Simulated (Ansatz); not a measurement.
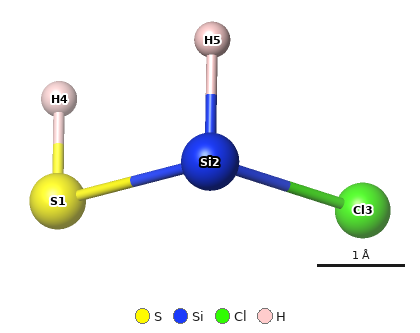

The structure as given in the input (ball-and-stick view, seen at a tilt; atoms are numbered from 1 in the order of the input). Bond lengths as drawn: Cl–Si 2.23 Å, H–S 1.33 Å, H–Si 1.48 Å and S–Si 2.25 Å.

## SiH₂SCl (charge −1): geometry relaxation

SiH₂SCl, charge −1, computed with RKS PBE-D4/def2-SVP (Ansatz 0.2.0).

It belongs to a series of runs on one base structure; here: end point B relaxed. Figures and captions count atoms from 1; the log counts them from 0 in places.

**Output**
```
The last accepted step is kept in [file] (removed where the run ends without a failure and the disk answers)
Engine: ansatz 0.2.0, aarch64-unknown-linux-gnu
Functional definition: PBE
  parameter kappa = 0.804
  parameter beta = 0.06672455060314922
  exchange = pbe_x(kappa = kappa, mu = beta*pi^2/3)
  correlation = pbe_c(beta = beta)
712 factors; their error is unknown
mean field evaluation 1: about -31246.1128 eV, gradient 1.4e1 eV
mean field evaluation 2: about -31245.7271 eV, gradient 1.7e1 eV
mean field evaluation 4: about -31246.8338 eV, gradient 6.2e-1 eV
mean field evaluation 8: about -31246.7763 eV, gradient 2.7e-2 eV
mean field -31246.77626114 eV, -1148.2978477712 hartree, gradient 2.2e-5 eV, S^2 0.000000; 0 other end points of the search recorded, 0 dependent functions left out
the calculation of the forces begins
reference -31246.77628735 eV, -1148.2978487345 hartree; 25, 25 occupied and 39, 39 virtual orbitals, 712 factors
relax step   1: F+E_penalty+E_count = -31246.93689543 eV  Δ(F+E_penalty+E_count) = +0.000e0 eV  max|allowed force component| = 1.355e0 eV/Å  Δτ_max = 0.0000 Å  (24 SCF iters, accepted)
these checks for a lower state are left out or cut short: starts, cluster_reference, orbital_swaps, neighbouring_geometries, increment
712 factors; their error is unknown
mean field evaluation 16: about -31246.8026 eV, gradient 6.6e0 eV
mean field -31246.88809826 eV, -1148.3019577096 hartree, gradient 1.7e-5 eV, S^2 0.000000; 0 other end points of the search recorded, 0 dependent functions left out
the calculation of the forces begins
reference -31246.88812497 eV, -1148.3019586912 hartree; 25, 25 occupied and 39, 39 virtual orbitals, 712 factors
relax step   2: F+E_penalty+E_count = -31247.04753086 eV  Δ(F+E_penalty+E_count) = -1.106e-1 eV  max|allowed force component| = 3.593e-1 eV/Å  Δτ_max = 0.1948 Å  (25 SCF iters, accepted)
these checks for a lower state are left out or cut short: starts, cluster_reference, orbital_swaps, neighbouring_geometries, increment
712 factors; their error is unknown
mean field -31246.91287138 eV, -1148.3028681049 hartree, gradient 2.6e-5 eV, S^2 0.000000; 0 other end points of the search recorded, 0 dependent functions left out
the calculation of the forces begins
reference -31246.91289835 eV, -1148.3028690963 hartree; 25, 25 occupied and 39, 39 virtual orbitals, 712 factors
relax step   3: F+E_penalty+E_count = -31247.07178796 eV  Δ(F+E_penalty+E_count) = -2.426e-2 eV  max|allowed force component| = 6.580e-1 eV/Å  Δτ_max = 0.1081 Å  (26 SCF iters, accepted)
these checks for a lower state are left out or cut short: starts, cluster_reference, orbital_swaps, neighbouring_geometries, increment
712 factors; their error is unknown
mean field evaluation 32: about -31246.9261 eV, gradient 5.7e-2 eV
mean field -31246.92607560 eV, -1148.3033533512 hartree, gradient 6.4e-6 eV, S^2 0.000000; 0 other end points of the search recorded, 0 dependent functions left out
the calculation of the forces begins
reference -31246.92610248 eV, -1148.3033543389 hartree; 25, 25 occupied and 39, 39 virtual orbitals, 712 factors
relax step   4: F+E_penalty+E_count = -31247.08571615 eV  Δ(F+E_penalty+E_count) = -1.393e-2 eV  max|allowed force component| = 2.473e-1 eV/Å  Δτ_max = 0.0336 Å  (26 SCF iters, accepted)
these checks for a lower state are left out or cut short: starts, cluster_reference, orbital_swaps, neighbouring_geometries, increment
712 factors; their error is unknown
mean field -31246.93286023 eV, -1148.3036026817 hartree, gradient 1.7e-5 eV, S^2 0.000000; 0 other end points of the search recorded, 0 dependent functions left out
the calculation of the forces begins
reference -31246.93288713 eV, -1148.3036036701 hartree; 25, 25 occupied and 39, 39 virtual orbitals, 712 factors
relax step   5: F+E_penalty+E_count = -31247.09301036 eV  Δ(F+E_penalty+E_count) = -7.294e-3 eV  max|allowed force component| = 5.350e-2 eV/Å  Δτ_max = 0.1037 Å  (26 SCF iters, accepted)
these checks for a lower state are left out or cut short: starts, cluster_reference, orbital_swaps, neighbouring_geometries, increment
712 factors; their error is unknown
mean field -31246.93419097 eV, -1148.3036515853 hartree, gradient 5.6e-6 eV, S^2 0.000000; 0 other end points of the search recorded, 0 dependent functions left out
the calculation of the forces begins
reference -31246.93421788 eV, -1148.3036525744 hartree; 25, 25 occupied and 39, 39 virtual orbitals, 712 factors
relax step   6: F+E_penalty+E_count = -31247.09456496 eV  Δ(F+E_penalty+E_count) = -1.555e-3 eV  max|allowed force component| = 3.941e-2 eV/Å  Δτ_max = 0.0271 Å  (26 SCF iters, accepted)
these checks for a lower state are left out or cut short: starts, cluster_reference, orbital_swaps, neighbouring_geometries, increment
712 factors; their error is unknown
mean field -31246.93302778 eV, -1148.3036088389 hartree, gradient 5.0e-6 eV, S^2 0.000000; 0 other end points of the search recorded, 0 dependent functions left out
the calculation of the forces begins
reference -31246.93305465 eV, -1148.3036098263 hartree; 25, 25 occupied and 39, 39 virtual orbitals, 712 factors
relax step   7: F+E_penalty+E_count = -31247.09377718 eV  Δ(F+E_penalty+E_count) = +7.878e-4 eV  max|allowed force component| = 8.151e-2 eV/Å  Δτ_max = 0.0292 Å  (26 SCF iters, rejected (line search))
these checks for a lower state are left out or cut short: starts, cluster_reference, orbital_swaps, neighbouring_geometries, increment
712 factors; their error is unknown
mean field evaluation 64: about -31246.9344 eV, gradient 6.6e-6 eV
mean field -31246.93441867 eV, -1148.3036599532 hartree, gradient 6.6e-6 eV, S^2 0.000000; 0 other end points of the search recorded, 0 dependent functions left out
the calculation of the forces begins
reference -31246.93444557 eV, -1148.3036609417 hartree; 25, 25 occupied and 39, 39 virtual orbitals, 712 factors
relax step   8: F+E_penalty+E_count = -31247.09505016 eV  Δ(F+E_penalty+E_count) = -4.852e-4 eV  max|allowed force component| = 1.193e-2 eV/Å  Δτ_max = 0.0140 Å  (27 SCF iters, accepted)
```

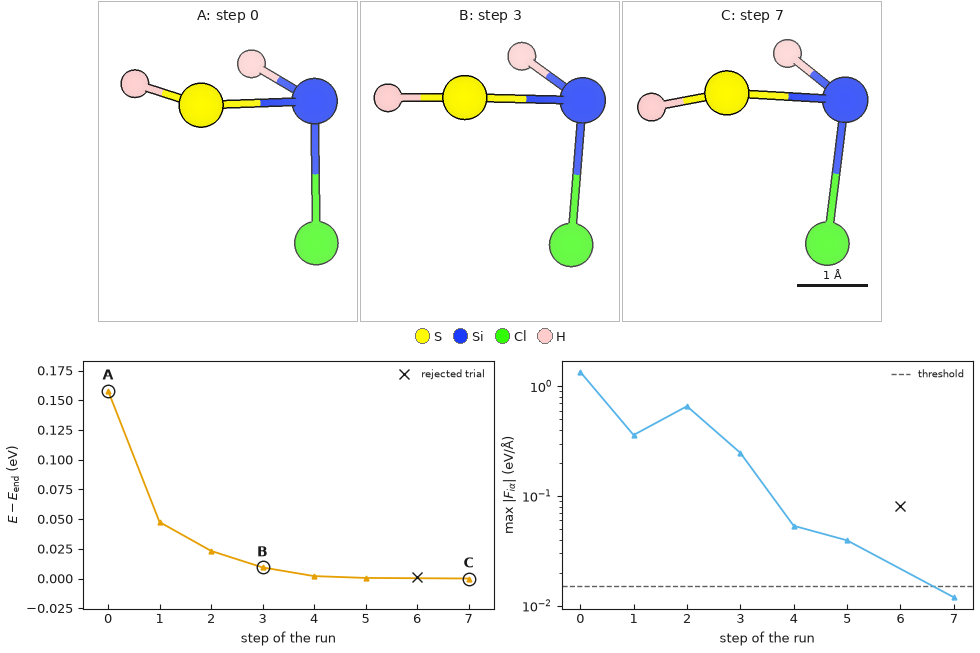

Frames of the relaxation (ball-and-stick view, seen at a tilt) above the curves, on which the letters mark them (the first geometry is step 0 here and step 1 in the log).

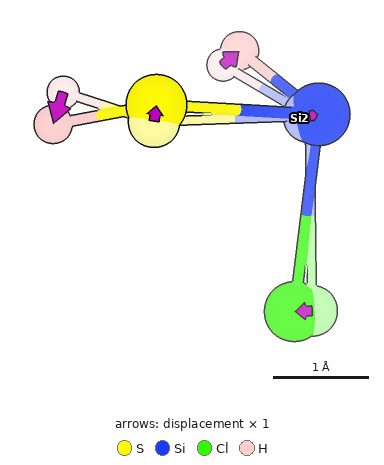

Start (faint) and end (solid) with the displacements as pink arrows, at true length (ball-and-stick view, seen at a tilt). The two geometries are laid on each other by the best rigid fit. The energy falls by 0.158 eV in 7 geometry steps. The largest force component goes from 1.4 to 0.012 eV/Å. The line search rejected the trial step at point 6 (counted from 0) and went back. The atom that moves furthest after the best rigid fit is H4 (0.36 Å). By element the largest moves are H 0.36 Å, Cl 0.19 Å, S 0.18 Å, Si 0.10 Å. Distances before and after: Si2–H5 1.478 → 1.562 Å, S1–H4 1.327 → 1.367 Å, S1–Si2 2.248 → 2.288 Å, Si2–Cl3 2.227 → 2.258 Å. Among the angles that change: Si2–S1–H4 94.1° → 101.4°, S1–Si2–Cl3 104.6° → 101.9°. (Atoms are counted from 1 in the order of the input.)

```
712 factors; their error is unknown
mean field -31246.93441867 eV, -1148.3036599532 hartree, gradient 6.4e-6 eV, S^2 0.000000; 1 other end points of the search recorded, 0 dependent functions left out
the calculation of the forces begins
reference -31246.93444557 eV, -1148.3036609417 hartree; 25, 25 occupied and 39, 39 virtual orbitals, 712 factors
Total energy: -31247.09507705 eV, -1148.3095640400 hartree
Atom 0 at    -1.393362    -0.360808     0.099618 Å, force     0.011758     0.001256    -0.004303 eV/Å
Atom 1 at     0.860946    -0.226322    -0.264628 Å, force    -0.011933    -0.003334    -0.000710 eV/Å
Atom 2 at     1.264254    -2.141973    -1.390228 Å, force    -0.003413     0.005547     0.001689 eV/Å
Atom 3 at    -1.869540    -0.433766    -1.179832 Å, force     0.000058    -0.003098     0.002487 eV/Å
Atom 4 at     0.706892     0.616949    -1.570501 Å, force     0.003531    -0.000371     0.000836 eV/Å
Dipole moment:    -0.255989    -0.122544    -0.217977 e Å
```

**Trajectory as extended XYZ (Å, eV, eV/Å), 8 frames, from step=1 to step=8**
```
5
Properties=species:S:1:pos:R:3:forces:R:3 step=1 energy=-31246.93689
S    -1.4048   -0.5388    0.0674   -0.2154  -0.2515   0.7500
Si    0.7879   -0.2404   -0.3283    0.9132  -0.1928   1.3551
Cl    1.4422   -2.1275   -1.3138    0.0217  -0.3293  -0.2137
H    -1.7776   -0.0950   -1.1263   -0.4704   0.1516  -0.8121
H     0.5215    0.4557   -1.6046   -0.2492   0.6219  -1.0792
5
Properties=species:S:1:pos:R:3:forces:R:3 step=2 energy=-31247.04753
S    -1.3723   -0.4798    0.0537   -0.1910   0.0558   0.2198
Si    0.8759   -0.2356   -0.2835   -0.0977  -0.2235   0.1925
Cl    1.4215   -2.1552   -1.3355    0.0509  -0.0538  -0.0350
H    -1.9499   -0.1818   -1.1524    0.1533  -0.0932  -0.0180
H     0.5941    0.5065   -1.5879    0.0845   0.3147  -0.3593
5
Properties=species:S:1:pos:R:3:forces:R:3 step=3 energy=-31247.07179
S    -1.4060   -0.4479    0.1129   -0.0951   0.1689  -0.6580
Si    0.8495   -0.2366   -0.2865    0.0619  -0.0731   0.1168
Cl    1.3738   -2.1680   -1.3547   -0.0634   0.0828  -0.0118
H    -1.9183   -0.2745   -1.1705    0.1723  -0.1467   0.5415
H     0.6702    0.5810   -1.6067   -0.0756  -0.0318   0.0115
5
Properties=species:S:1:pos:R:3:forces:R:3 step=4 energy=-31247.08572
S    -1.3960   -0.4293    0.1013   -0.0536   0.0895  -0.2473
Si    0.8584   -0.2323   -0.2742   -0.0155  -0.0673   0.0005
Cl    1.3474   -2.1571   -1.3630   -0.0173   0.0366   0.0033
H    -1.8998   -0.3024   -1.1742    0.0883  -0.0814   0.2301
H     0.6592    0.5752   -1.5954   -0.0019   0.0227   0.0134
5
Properties=species:S:1:pos:R:3:forces:R:3 step=5 energy=-31247.09301
S    -1.3952   -0.3639    0.1008    0.0135  -0.0328   0.0190
Si    0.8603   -0.2358   -0.2656   -0.0115   0.0293  -0.0099
Cl    1.2943   -2.1497   -1.3874   -0.0304   0.0149   0.0069
H    -1.8593   -0.3975   -1.1830   -0.0252  -0.0089  -0.0115
H     0.6691    0.6010   -1.5704    0.0535  -0.0024  -0.0044
5
Properties=species:S:1:pos:R:3:forces:R:3 step=6 energy=-31247.09456
S    -1.3933   -0.3606    0.0992    0.0086  -0.0154  -0.0180
Si    0.8633   -0.2304   -0.2644   -0.0394   0.0080  -0.0255
Cl    1.2770   -2.1462   -1.3893   -0.0133   0.0181   0.0081
H    -1.8714   -0.4211   -1.1813    0.0134  -0.0015   0.0282
H     0.6937    0.6123   -1.5697    0.0308  -0.0093   0.0073
5
Properties=species:S:1:pos:R:3:forces:R:3 step=7 energy=-31247.09378 accepted=F
S    -1.3993   -0.3606    0.1071    0.0268   0.0062  -0.0789
Si    0.8520   -0.2247   -0.2683    0.0800   0.0034   0.0815
Cl    1.2551   -2.1414   -1.3914   -0.0200   0.0071  -0.0086
H    -1.8509   -0.4418   -1.1803   -0.0456  -0.0072   0.0178
H     0.7123    0.6226   -1.5728   -0.0411  -0.0094  -0.0118
5
Properties=species:S:1:pos:R:3:forces:R:3 step=8 energy=-31247.09505
S    -1.3934   -0.3608    0.0996    0.0118   0.0013  -0.0043
Si    0.8609   -0.2263   -0.2646   -0.0119  -0.0033  -0.0007
Cl    1.2643   -2.1420   -1.3902   -0.0034   0.0055   0.0017
H    -1.8695   -0.4338   -1.1798    0.0001  -0.0031   0.0025
H     0.7069    0.6169   -1.5705    0.0035  -0.0004   0.0008
```

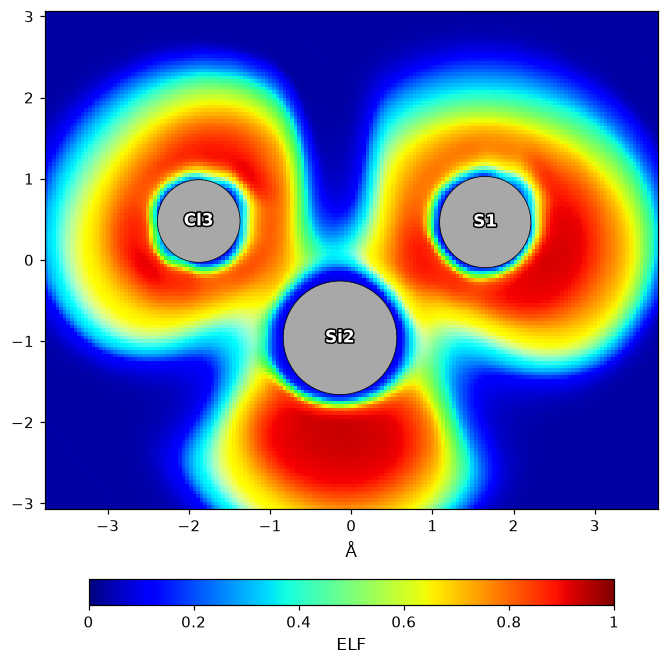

Electron localisation function on the plane of atoms S1, Si2 and Cl3. Grey discs, where drawn, cover atomic cores. Atoms in the plane: S, Si and Cl. Si–S (2.29 Å): the ELF peaks at about 0.90 between the atoms (localised, shared-pair bonding).

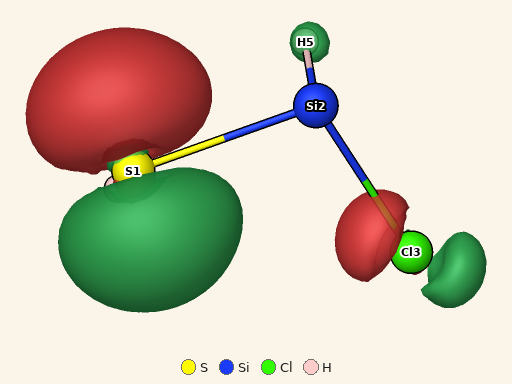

The HOMO−1 at ±0.15 Å⁻³ᐟ² (green and red are the two phases), seen face on. Its energy is −0.64 eV.

The run was set up as follows.

**Input file**
```yaml
crystal:
  periodic: [false, false, false]
  atoms:
    - { symbol: S, position_ang: [-1.40478, -0.53876, 0.06745] }
    - { symbol: Si, position_ang: [0.7879, -0.24043, -0.32835] }
    - { symbol: Cl, position_ang: [1.44217, -2.12747, -1.31382] }
    - { symbol: H, position_ang: [-1.77756, -0.09498, -1.12629] }
    - { symbol: H, position_ang: [0.52146, 0.45572, -1.60456] }
total_charge: -1
basis:
  gaussian: { orbitals: def2-SVP }
hamiltonian:
  xc: pbe
  dispersion: d4
relax:
  f_tol: 0.015
  max_steps: 40
output:
  orbitals: {}
```

Launched with:
```bash
ansatz run input.yaml --threads 1 --pin off --max-ram 2048MiB --backend cpu --events-out ev --progress --plain --runs-dir out
```

**Key numbers**

| quantity | value |
| --- | --- |
| outcome | converged |
| total energy | −31247.0951 eV |
| mean-field energy | −31246.9344 eV |
| largest force (length of the vector) at the end | 0.013 eV/Å |
| hardware | 1 thread of Arm Neoverse V2, 24 GiB of memory available, shared host |
| wall time | 12 s |
| peak memory | 0.13 GiB |
